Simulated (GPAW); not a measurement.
Consider KCdF3 (Pm-3m).

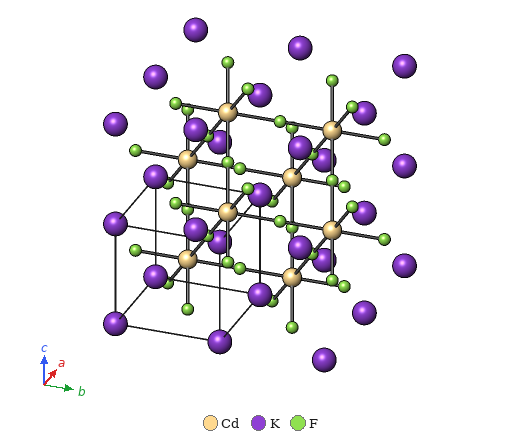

The structure (cadmium orange, potassium purple, fluorine green). 2×2×2 cells are drawn. Some periodic images of atoms are drawn too.

```xyz
5
Lattice="4.3821 0.0000 0.0000 0.0000 4.3821 0.0000 0.0000 0.0000 4.3821" Properties=species:S:1:pos:R:3 pbc="T T T"
Cd    2.1910    2.1910    2.1910
K     0.0000    0.0000    0.0000
F     2.1910    2.1910    0.0000
F     2.1910    0.0000    2.1910
F     0.0000    2.1910    2.1910
```

Absorber: atom 2, with 12 F at 3.10 Å (cuboctahedral, site symmetry m-3m). Method: GPAW, LDA, full core hole (charged cell), 20-atom cell with 7.6 Å between holes, 3×3×3 k points, dipole transitions, Gaussian full width 0.9 eV up to 4 eV, rising linearly to 3.5 eV at 25 eV.

**Question.** Where do the maxima of the K K edge fall?

Main maxima up to 30 eV above the zero (height): 6.0 eV (2.97), 8.9 eV (2.27), 16.3 eV (0.97), 22.2 eV (1.16) and 27.8 eV (1.98). A K edge sees empty p states on the absorber. The total-energy difference plus the lowest empty eigenvalue puts the zero at 3611.54 eV. One term is added: -19.73 eV, since the hole is spin-paired here and a spin-polarised one costs that much less in the free atom (computed apart). The photon energy is then 3591.81 eV. The tabulated edge of the element is 3608.4 eV. The functional and the charged cell's background leave an error in such absolute values: in the free atom LDA prices this hole 11.1 eV below PBE (computed apart), and PBE is itself good to a few eV.

The K K spectrum (energy from the lowest empty level; intensity scaled to a mean of 1 over the first 20 eV):

| E (eV) | intensity |
| --- | --- |
| -2.0 | 0.00 |
| -0.5 | 0.00 |
| 1.0 | 0.04 |
| 2.5 | 0.49 |
| 4.0 | 0.74 |
| 5.5 | 2.22 |
| 7.0 | 1.65 |
| 8.5 | 2.19 |
| 10.0 | 1.72 |
| 11.5 | 0.82 |
| 13.0 | 0.19 |
| 14.5 | 0.38 |
| 16.0 | 0.96 |
| 17.5 | 0.82 |
| 19.0 | 0.78 |
| 20.5 | 0.92 |
| 22.0 | 1.16 |
| 23.5 | 1.04 |
| 25.0 | 1.14 |
| 26.5 | 1.71 |
| 28.0 | 1.97 |
| 29.5 | 1.56 |
| 31.0 | 1.10 |

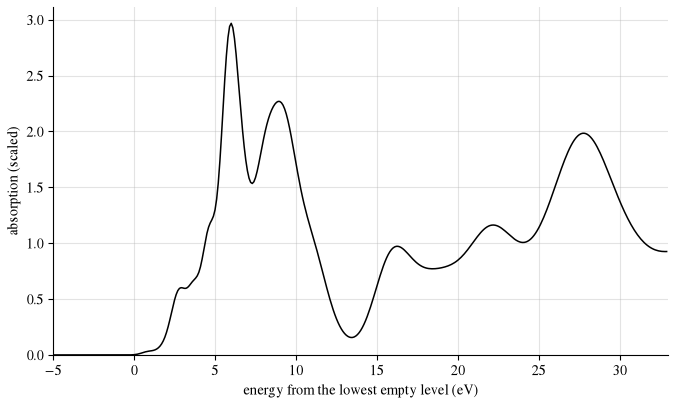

The K K edge.

The mesh is coarse (0.34 Å⁻¹ between points), so small maxima may be mesh ripples. Lifetime broadening is put in by hand, and intensities beyond about 20 eV depend on it and on the partial waves. The structure is a computed Materials Project entry and may be a hypothetical form.

[Banner, clock and machine lines of the logs are left out without a mark of their own.]

[Logs are printed without paths, hosts, clocks, repeated set-up lines and the standing remarks that a program may print on its own settings, such as how far it seeks lower states.]

[Hosts, paths, dates, database ids (printed as entryN), source tags and the programs' standing remarks are cut or masked in the printed files.]

[Lists of maxima count a maximum above −3 eV only where it reaches 4 % of the highest in the window and stands out from its surroundings by 2 % of it (1.5 % where it reaches 55 %); shoulders and weaker maxima are passed over, and of the rest the first, up to two pre-edge ones and the few strongest are named.]
